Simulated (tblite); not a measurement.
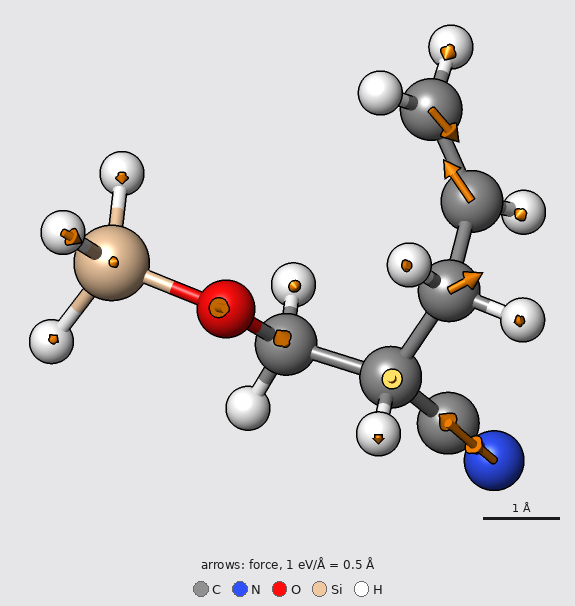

Starting geometry of C6H11NOSi with the computed forces as orange arrows. A ball-and-stick model, seen at a tilt.

Method: tblite 0.8.0, GFN2-xTB geometry optimisation, gas phase. 

### Is this structure relaxed? If not, where do the atoms go?

It isn't relaxed: the largest force vector, on the N atom, is 2.83 eV/Å. The final displacements have little in common with the starting forces (cosine between the two patterns 0.13). Over 130 geometry steps the energy falls by 0.280 eV. The largest moves after the best rigid fit, 0.59 Å, are those of H atoms. By element the largest moves are H 0.59 Å, N 0.30 Å, O 0.28 Å, C 0.23 Å, Si 0.18 Å. Near-neighbour distances that change, for instance: C–O 1.435 → 1.391 Å, O–Si 1.664 → 1.622 Å, H–Si 1.484 → 1.453 Å, C–C 1.473 → 1.442 Å. Among the angles between lasting bonds that change: C–O–Si 118.4° → 129.4°, O–Si–H 109.1° → 98.3°, C–C–C 116.1° → 111.7°. Cost: 1.1 s on 1 thread of Arm Neoverse V1 (shared host).
